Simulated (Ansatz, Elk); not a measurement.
## Na2MgSiS4: X-ray structure factors from the self-consistent density

The structure of Na2MgSiS4 used here is made up (a known structure type with other elements) and was relaxed beforehand with PBE. The aim is the Fourier transform of its all-electron density, F(hkl), set beside the sum over free spherical atoms that refinements use.

Method: DFT, PBE, all-electron APW+lo, Dirac cores, scalar-relativistic bands, static density, no spin, in Elk 11.2.3 (patched build).

The structure was built from a prototype and need not be the compound's stable phase.

## (1) The structure

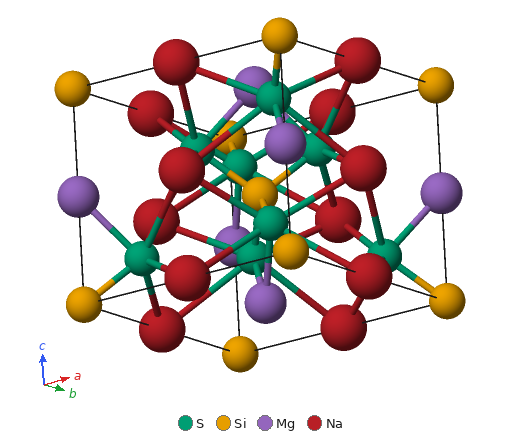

The starting structure, seen from a free direction (sulfur teal, silicon orange, magnesium purple, sodium red). This picture shows the conventional cell, with its axes. Bonds to atoms that aren't drawn are left out. Some periodic images of atoms are drawn too.

As a file:

```cif
data_structure
_symmetry_space_group_name_H-M 'P 1'
_symmetry_Int_Tables_number 1
_cell_length_a 6.0197
_cell_length_b 6.0197
_cell_length_c 6.0197
_cell_angle_alpha 105.821
_cell_angle_beta 105.821
_cell_angle_gamma 117.049
_cell_volume 165.69
loop_
_atom_site_label
_atom_site_type_symbol
_atom_site_fract_x
_atom_site_fract_y
_atom_site_fract_z
_atom_site_occupancy
S1 S 0.37630 0.37630 0.33186 1
S2 S 0.04444 0.04444 0.66814 1
S3 S 0.62370 0.95556 0.00000 1
S4 S 0.95556 0.62370 0.00000 1
Si5 Si 0.00000 0.00000 0.00000 1
Mg6 Mg 0.50000 0.50000 0.00000 1
Na7 Na 0.00000 0.50000 0.50000 1
Na8 Na 0.50000 0.00000 0.50000 1
```

## (2) Ground state and structure factors

An all-electron density is needed, since X-rays see the cores too. Task 0 finds the density and task 195 Fourier-transforms it; tshift is off so that phases refer to the origin typed.

elk.in reads:

```
tasks
  0
  195

xctype
  20

spinpol
  .false.

rgkmax
  7.0

gmaxvr
  14.0

lmaxo
  7

lmaxapw
  8

swidth
  0.002

tshift
  .false.

ramdisk
  .false.

hmaxvr
  5.5

maxscl
  120

epspot
  1e-06

sppath
  './'

avec
  -6.86026951822 6.86026951822 5.93963540852
  6.86026951822 -6.86026951822 5.93963540852
  6.86026951822 6.86026951822 -5.93963540852

atoms
  4
  'S.in'
  4
  0.3763036112 0.3763036112 0.3318617217   0.000000 0.000000 0.000000
  0.0444418895 0.0444418895 0.6681382783   0.000000 0.000000 0.000000
  0.6236963888 0.9555581105 -0.0000000000   0.000000 0.000000 0.000000
  0.9555581105 0.6236963888 -0.0000000000   0.000000 0.000000 0.000000
  'Si.in'
  1
  0.0000000000 0.0000000000 0.0000000000   0.000000 0.000000 0.000000
  'Mg.in'
  1
  0.5000000000 0.5000000000 0.0000000000   0.000000 0.000000 0.000000
  'Na.in'
  2
  0.0000000000 0.5000000000 0.5000000000   0.000000 0.000000 0.000000
  0.5000000000 0.0000000000 0.5000000000   0.000000 0.000000 0.000000

ngridk
  5 5 5
```

Run with:

```console
> OMP_NUM_THREADS=4 elk
```

Numbers of over 12 decimals in the logs are rounded to 6 here.

Output:

```text
┌─────────────────────────┐
│ Elk code version 11.2.3 │
└─────────────────────────┘

All units are atomic (Hartree, Bohr, etc.)

┌─────────────────────────────────────────────────┐
│ Ground-state run starting from atomic densities │
└─────────────────────────────────────────────────┘

Lattice vectors :
  -6.860269518       6.860269518       5.939635409
   6.860269518      -6.860269518       5.939635409
   6.860269518       6.860269518      -5.939635409

Reciprocal lattice vectors :
 -0.1979366840E-16  0.4579401210      0.5289201167
  0.4579401210     -0.1979366840E-16  0.5289201167
  0.4579401210      0.4579401210      0.6001099064E-17

Unit cell volume      :    1118.155322
Brillouin zone volume :   0.2218387809

Muffin-tin inner radius fraction :   0.1000000000E-01

Nuclei treated as point charges

Species : 1 (S)
 parameters loaded from : S.in
 name : sulphur
 nuclear charge    :   -16.00000000
 electronic charge :    16.00000000
 atomic mass :    58450.91931
 muffin-tin radius :    2.012875396
 number of radial points in muffin-tin :    793
 inner part over the whole radius :   0.9966237821E-02
 number on inner part of muffin-tin    :    553
 approximate nuclear radius :   0.6195814986E-04
 number of mesh points to nuclear radius :    252
 atomic positions (lattice), magnetic fields (Cartesian) :
  1 :   0.37630361  0.37630361  0.33186172    0.00000000  0.00000000  0.00000000
  2 :   0.04444189  0.04444189  0.66813828    0.00000000  0.00000000  0.00000000
  3 :   0.62369639  0.95555811  0.00000000    0.00000000  0.00000000  0.00000000
  4 :   0.95555811  0.62369639  0.00000000    0.00000000  0.00000000  0.00000000

Species : 2 (Si)
 parameters loaded from : Si.in
 name : silicon
 nuclear charge    :   -14.00000000
 electronic charge :    14.00000000
 atomic mass :    51196.73458
 muffin-tin radius :    2.012875396
 number of radial points in muffin-tin :    793
 inner part over the whole radius :   0.9977343936E-02
 number on inner part of muffin-tin    :    552
 approximate nuclear radius :   0.5963282101E-04
 number of mesh points to nuclear radius :    248
 atomic positions (lattice), magnetic fields (Cartesian) :
  1 :   0.00000000  0.00000000  0.00000000    0.00000000  0.00000000  0.00000000

Species : 3 (Mg)
 parameters loaded from : Mg.in
 name : magnesium
 nuclear charge    :   -12.00000000
 electronic charge :    12.00000000
 atomic mass :    44305.30466
 muffin-tin radius :    2.200000000
 number of radial points in muffin-tin :    793
 inner part over the whole radius :   0.9941530515E-02
 number on inner part of muffin-tin    :    552
 approximate nuclear radius :   0.5710277704E-04
 number of mesh points to nuclear radius :    241
 atomic positions (lattice), magnetic fields (Cartesian) :
  1 :   0.50000000  0.50000000  0.00000000    0.00000000  0.00000000  0.00000000

Species : 4 (Na)
 parameters loaded from : Na.in
 name : sodium
 nuclear charge    :   -11.00000000
 electronic charge :    11.00000000
 atomic mass :    41907.78703
 muffin-tin radius :    2.200000000
 number of radial points in muffin-tin :    793
 inner part over the whole radius :   0.9883648912E-02
 number on inner part of muffin-tin    :    551
 approximate nuclear radius :   0.5574345702E-04
 number of mesh points to nuclear radius :    238
 atomic positions (lattice), magnetic fields (Cartesian) :
  1 :   0.00000000  0.50000000  0.50000000    0.00000000  0.00000000  0.00000000
  2 :   0.50000000  0.00000000  0.50000000    0.00000000  0.00000000  0.00000000

Total number of atoms per unit cell :    8
Total muffin-tin volume :    304.6151390
 ratio of muffin-tin to unit cell volume :   0.2724264985

Spin treatment :
 spin-unpolarised

Number of Bravais lattice symmetries :   16
Number of crystal symmetries         :    8
Crystal has no inversion symmetry
Complex Hermitian eigensolver will be used

k-point grid :      5     5     5
k-point offset :    0.000000000       0.000000000       0.000000000
[...]
total energy                :     -2416.7079102466

Density of states at Fermi energy :   0.4993074226E-07
 (states/Hartree/unit cell)

Estimated indirect band gap :   0.1366770594
 from k-point 23 to k-point 1
Estimated direct band gap   :   0.1518139056
 at k-point 1

Charges :
 core                        :    56.00000000
 valence                     :    56.00000000
 interstitial                :    13.23082110
 muffin-tins (core leakage)
  species : 1 (S)
[...]
species : 2 (Si)
[...]
species : 3 (Mg)
[...]
species : 4 (Na)
[...]
total in muffin-tins        :    98.76917890
 total calculated charge     :    111.9951166
 total charge                :    112.0000000
 error                       :   0.4883353271E-02

RMS change in Kohn-Sham potential (target) :   0.7320414439     (  0.1000000000E-05)
Absolute change in total energy (target)   :    2.961661507     (  0.1000000000E-03)

[... loops 3 to 13 left out ...]

┌──────────────────┐
│ Loop number : 14 │
└──────────────────┘

Energies :
 Fermi                       :     0.139433
 sum of occupied eigenvalues :     -1326.6003554482
 electron kinetic            :      2420.3264197127
 core electron kinetic       :      2196.4958342188
 Coulomb                     :     -4663.8426768722
 Coulomb potential           :     -3528.8600228079
 nuclear-nuclear             :     -416.10228586437
 electron-nuclear            :     -4974.6704789689
 Hartree                     :      726.93008796105
 Madelung                    :     -2899.4126654682
 xc potential                :     -218.06675235308
 exchange                    :     -164.51813002961
 correlation                 :     -4.306215
 electron entropic           :    -0.44486858095554E-11
 total energy                :     -2412.3406023190

Density of states at Fermi energy :   0.4994850523E-07
 (states/Hartree/unit cell)

Estimated indirect band gap :   0.1120078668
 from k-point 23 to k-point 1
Estimated direct band gap   :   0.1262853156
 at k-point 1

Charges :
 core                        :    56.00000000
 valence                     :    56.00000000
 interstitial                :    13.68731566
 muffin-tins (core leakage)
  species : 1 (S)
[...]
species : 2 (Si)
[...]
species : 3 (Mg)
[...]
species : 4 (Na)
[...]
total in muffin-tins        :    98.31268434
 total calculated charge     :    111.9952940
 total charge                :    112.0000000
 error                       :   0.4705960495E-02

RMS change in Kohn-Sham potential (target) :   0.1050754507E-06 (  0.1000000000E-05)
Absolute change in total energy (target)   :   0.7675521010E-04 (  0.1000000000E-03)

Convergence targets achieved

┌──────────────────┐
│ Loop number : 15 │
└──────────────────┘

Energies :
 Fermi                       :     0.139433
 sum of occupied eigenvalues :     -1326.6003526758
 electron kinetic            :      2420.3264202272
 core electron kinetic       :      2196.4958352763
 Coulomb                     :     -4663.8426755825
 Coulomb potential           :     -3528.8600225450
 nuclear-nuclear             :     -416.10228586437
 electron-nuclear            :     -4974.6704765374
 Hartree                     :      726.93008681929
 Madelung                    :     -2899.4126643100
 xc potential                :     -218.06675035799
 exchange                    :     -164.51812986791
 correlation                 :     -4.306215
 electron entropic           :    -0.44486860967623E-11
 total energy                :     -2412.3406003574

Density of states at Fermi energy :   0.4994850701E-07
 (states/Hartree/unit cell)

Estimated indirect band gap :   0.1120078608
 from k-point 23 to k-point 1
Estimated direct band gap   :   0.1262853118
 at k-point 1

Charges :
 core                        :    56.00000000
 valence                     :    56.00000000
 interstitial                :    13.68731578
 muffin-tins (core leakage)
  species : 1 (S)
[...]
species : 2 (Si)
[...]
species : 3 (Mg)
   atom 1                    :    10.48874795     ( -0.9828258696E-07)
  species : 4 (Na)
   atom 1                    :    10.01741902     ( -0.9715865312E-07)
   atom 2                    :    10.01741902     ( -0.9715865312E-07)
 total in muffin-tins        :    98.31268422
 total calculated charge     :    111.9952940
 total charge                :    112.0000000
 error                       :   0.4705960434E-02

┌──────────────────────────────┐
│ Self-consistent loop stopped │
└──────────────────────────────┘

Warning : core states of species 1 leak from the muffin-tin :   0.2454200810E-03

Warning : core states of species 2 leak from the muffin-tin :   0.3441517177E-02

Wrote STATE.OUT
```

Elapsed: 1.9 min, on 4 threads of Arm Neoverse V1, shared host; peak memory 0.27 GiB; 6.1 min of CPU time.

SFACRHO.OUT:

```text

h k l indices transformed by vhmat matrix:
   1.000000000       0.000000000       0.000000000    
   0.000000000       1.000000000       0.000000000    
   0.000000000       0.000000000       1.000000000    

      h      k      l  multipl.   |H|            Re(F)            Im(F)           |F|

      0      0      0      1   0.0000000       112.00000     -0.15895957E-18   112.00000    
      0      0     -1      4  0.64762513       17.849496     -0.17027823E-14   17.849496    
     -1      0      0      8  0.69961821       8.7464355     -0.72988791E-14   8.7464355    
     -1      1     -1      4  0.91588024       13.283147      0.55998827E-14   13.283147    
      1      1     -1      2   1.0578402      -6.4708132      0.27822228E-13   6.4708132    
      0      1      1      8   1.1525200      -1.8181018      -35.216609       35.263509    
      0     -1     -1      8   1.1525200      -1.8181018       35.216609       35.263509    
     -1     -1      0      4   1.2403404      -8.5917527       16.712670       18.791795    
      0     -2      1      4   1.2403404      -8.5917527      -16.712670       18.791795    
      0      0     -2      4   1.2952503       46.019597      0.39791895E-14   46.019597    
      2      0     -2      8   1.3992364       53.084907     -0.28967465E-13   53.084907    
     -2      2      1      8   1.4481338      -19.770505      0.22382531E-14   19.770505    
     -2      1      2      8   1.4721205      -9.5428435     -0.21816362E-14   9.5428435    
     -2     -1      2      8   1.6515198      -12.762280     -0.31970586E-13   12.762280    
     -1      3     -1      4   1.6723335       23.723134       14.277265       27.688037    
      1      1      1      4   1.6723335       23.723134      -14.277265       27.688037    
      0     -1      3      8   1.7337749       5.4723396      0.68850723       5.5154822    
     -3      2      0      8   1.7337749       5.4723396     -0.68850723       5.5154822
```

Elk indexes on the primitive cell of elk.in and gives |H| = 4π sin θ/λ in inverse bohr. Below, one row stands for each form hkl of the conventional cell (m members, Friedel mates merged), F is for one primitive cell and the density is static (no thermal factor). Free-atom factors are Waasmaier and Kirfel's, and R is Σm||F|−|F'||/Σm|F|.

| hkl | m | sin θ/λ (Å⁻¹) | abs F, DFT | neutral atoms | diff. | abs of complex diff. |
| --- | --- | --- | --- | --- | --- | --- |
| 110 | 4 | 0.097 | 17.849 | 17.622 | +0.227 | 0.227 |
| 101 | 8 | 0.105 | 8.746 | 8.587 | +0.160 | 0.160 |
| 200 | 4 | 0.138 | 13.283 | 13.654 | -0.371 | 0.371 |
| 002 | 2 | 0.159 | 6.471 | 5.524 | +0.947 | 0.947 |
| 211 | 16 | 0.173 | 35.263 | 34.632 | +0.631 | 0.632 |
| 112 | 8 | 0.186 | 18.792 | 18.408 | +0.384 | 0.385 |
| 220 | 4 | 0.195 | 46.020 | 46.301 | -0.282 | 0.282 |
| 202 | 8 | 0.210 | 53.085 | 53.204 | -0.119 | 0.119 |
| 310 | 8 | 0.218 | 19.770 | 19.803 | -0.032 | 0.032 |
| 301 | 8 | 0.221 | 9.543 | 9.564 | -0.021 | 0.021 |
| 103 | 8 | 0.248 | 12.762 | 12.859 | -0.097 | 0.097 |
| 222 | 8 | 0.252 | 27.688 | 27.681 | +0.007 | 0.070 |
| 321 | 16 | 0.261 | 5.515 | 5.501 | +0.014 | 0.234 |
| 312 | 16 | 0.270 | 18.605 | 18.663 | -0.058 | 0.074 |
| 400 | 4 | 0.276 | 11.048 | 11.283 | -0.235 | 0.235 |
| 213 | 16 | 0.284 | 21.461 | 21.687 | -0.225 | 0.230 |
| 330 | 4 | 0.292 | 38.318 | 38.503 | -0.185 | 0.185 |
| 411 | 16 | 0.295 | 25.906 | 26.199 | -0.293 | 0.295 |

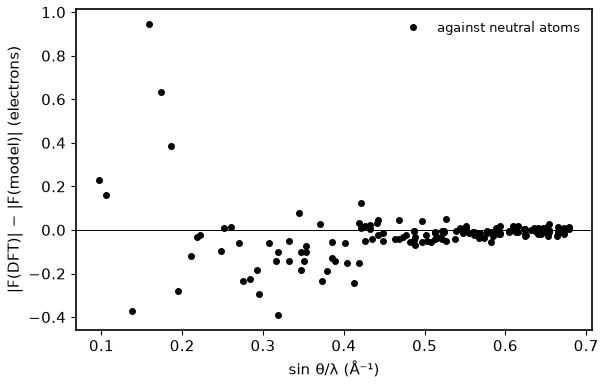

Difference between the calculated structure factors and the independent-atom ones.

## (3) The highest occupied states alone

An energy window below the Fermi level keeps the highest occupied states, to see at which angles they scatter; shallow core shells can lie inside it and anion s states outside. No new self-consistency is needed.

elk.in, as its differences from that of step 2:

```diff
@@ -1,3 +1,2 @@
 tasks
-  0
   195
@@ -40,2 +39,5 @@
 
+wsfac
+  -0.411810 0.439430
+
 sppath
```

Run with:

```console
> OMP_NUM_THREADS=4 elk
```

Output:

```text
┌─────────────────────────────────┐
│ Elk code version 11.2.3 started │
└─────────────────────────────────┘

Info(readinput): the functional depends on the density's gradient
 muffin-tin radial points multiplied by    2.00000
 (not where nrmtscf is given)

┌────────────────────┐
│ Current task : 195 │
└────────────────────┘
Info(checkmt): changed muffin-tin radius of species 1 (S) from   2.2000 to   2.0129
Info(checkmt): changed muffin-tin radius of species 2 (Si) from   2.2000 to   2.0129

Info(sfacrho): density structure factors written to SFACRHO.OUT

 Energy window :  -0.4118100000      0.4394300000

┌──────────────────┐
│ Elk code stopped │
└──────────────────┘
```

Wall time 26 s (4 threads); peak memory 0.2 GiB.

States within 15 eV below the Fermi level hold 32.00 electrons; any levels below the window count with the cores. Their amplitudes can exceed the total, where window and core parts have opposite phase:

| hkl | sin θ/λ (Å⁻¹) | abs F, window | abs F, all |
| --- | --- | --- | --- |
| 110 | 0.097 | 7.477 | 17.849 |
| 101 | 0.105 | 3.716 | 8.746 |
| 200 | 0.138 | 4.812 | 13.283 |
| 002 | 0.159 | 9.004 | 6.471 |
| 211 | 0.173 | 7.341 | 35.263 |
| 112 | 0.186 | 3.404 | 18.792 |
| 220 | 0.195 | 2.072 | 46.020 |
| 202 | 0.210 | 2.845 | 53.085 |
| 310 | 0.218 | 2.368 | 19.770 |
| 301 | 0.221 | 0.915 | 9.543 |

## (4) Another functional

The difference from free atoms is small, so it is set against the change that LDA (Perdew-Wang) makes.

elk.in, as its differences from that of step 3:

```diff
@@ -1,2 +1,3 @@
 tasks
+  0
   195
@@ -4,3 +5,3 @@
 xctype
-  20
+  3
 
@@ -39,5 +40,2 @@
 
-wsfac
-  -0.411810 0.439430
-
 sppath
```

Run with:

```console
> OMP_NUM_THREADS=4 elk
```

Output:

```text
┌─────────────────────────┐
│ Elk code version 11.2.3 │
└─────────────────────────┘

All units are atomic (Hartree, Bohr, etc.)

┌─────────────────────────────────────────────────┐
│ Ground-state run starting from atomic densities │
└─────────────────────────────────────────────────┘

Lattice vectors :
  -6.860269518       6.860269518       5.939635409
   6.860269518      -6.860269518       5.939635409
   6.860269518       6.860269518      -5.939635409

Reciprocal lattice vectors :
 -0.1979366840E-16  0.4579401210      0.5289201167
[...]
species : 4 (Na)
   atom 1                    :    10.02089528     ( -0.1555072447E-05)
   atom 2                    :    10.02089528     ( -0.1555072447E-05)
 total in muffin-tins        :    98.27137921
 total calculated charge     :    111.9952342
 total charge                :    112.0000000
 error                       :   0.4765830630E-02

┌──────────────────────────────┐
│ Self-consistent loop stopped │
└──────────────────────────────┘

Warning : core states of species 1 leak from the muffin-tin :   0.2418054000E-03

Warning : core states of species 2 leak from the muffin-tin :   0.3518492282E-02

Wrote STATE.OUT
[key lines of the parts left out:]
total energy                :     -2404.3142199732
```

Elapsed: 96 s, on 4 threads; peak memory 0.26 GiB.

Against the first run R = 0.16 %; the largest change is -0.081 at 660.

## (5) A coarser k-mesh

About half the k-points along each axis test the sampling.

elk.in, as its differences from that of step 4:

```diff
@@ -5,3 +5,3 @@
 xctype
-  3
+  20
 
@@ -68,2 +68,2 @@
 ngridk
-  5 5 5
+  2 2 2
```

Run with:

```console
> OMP_NUM_THREADS=4 elk
```

Output:

```text
┌─────────────────────────┐
│ Elk code version 11.2.3 │
└─────────────────────────┘

All units are atomic (Hartree, Bohr, etc.)

┌─────────────────────────────────────────────────┐
│ Ground-state run starting from atomic densities │
└─────────────────────────────────────────────────┘

Lattice vectors :
  -6.860269518       6.860269518       5.939635409
   6.860269518      -6.860269518       5.939635409
   6.860269518       6.860269518      -5.939635409

Reciprocal lattice vectors :
 -0.1979366840E-16  0.4579401210      0.5289201167
[...]
species : 4 (Na)
   atom 1                    :    10.01705094     ( -0.9715866023E-07)
   atom 2                    :    10.01705094     ( -0.9715866023E-07)
 total in muffin-tins        :    98.31518647
 total calculated charge     :    111.9952943
 total charge                :    112.0000000
 error                       :   0.4705653819E-02

┌──────────────────────────────┐
│ Self-consistent loop stopped │
└──────────────────────────────┘

Warning : core states of species 1 leak from the muffin-tin :   0.2454347131E-03

Warning : core states of species 2 leak from the muffin-tin :   0.3442367614E-02

Wrote STATE.OUT
[key lines of the parts left out:]
total energy                :     -2412.3395922402
```

Wall time 48 s (4 threads); peak memory 0.27 GiB.

Against the first run R = 0.00 %; the largest change is +0.009 at 002.

## (6) Settings against the effect

| run | R against the first run (%) | R against neutral atoms, low angle (%) | wall time |
| --- | --- | --- | --- |
| PBE, rgkmax 7 | 0.00 | 0.97 | 1.9 min |
| LDA (Perdew-Wang) | 0.16 | 0.91 | 96 s |
| k-mesh 2×2×2 | 0.00 | 0.97 | 48 s |

## (7) Summary of results

```
R against neutral atoms, sin θ/λ < 0.3 Å⁻¹ : 0.97 %
R against neutral atoms, 0.3 to 0.68 Å⁻¹   : 0.24 %
```

Independent neutral atoms miss the calculated amplitudes by R = 0.97 % below 0.3 Å⁻¹ and 0.24 % from there to 0.68 Å⁻¹; by shells, 1.89 % below 0.15 Å⁻¹ (3 forms), 0.91 % 0.15 to 0.3 (15 forms), 0.48 % 0.3 to 0.45 (35 forms), 0.14 % above 0.45 (96 forms). Bonding, aspherical density and the tables' own atoms all enter these figures, and the runs don't part them. The largest change of an amplitude is +0.95 electrons, at 002. R counts amplitudes alone; phases shift too. Weak lines can change much in proportion: 002 goes from 5.52 to 6.47. The window's part falls from 32.0 electrons at the origin to at most 0.39 between 0.45 and 0.68 Å⁻¹. Below 0.3 Å⁻¹ the changes that finished (LDA (Perdew-Wang) and k-mesh 2×2×2) move F by R = 0.13 % at most, against the 0.97 % that separates it from free atoms. The basis has no finished test. Part of the difference isn't bonding: the tables are fits to free atoms and ions calculated by other methods than this functional. Thermal motion, anomalous dispersion and extinction are left out.

[Logs are printed without paths, hosts, clocks, repeated set-up lines and the standing remarks that a program may print on its own settings, such as how far it seeks lower states.]

[Hosts, paths, dates, database ids (printed as entryN), source tags and the programs' standing remarks are cut or masked in the printed files.]
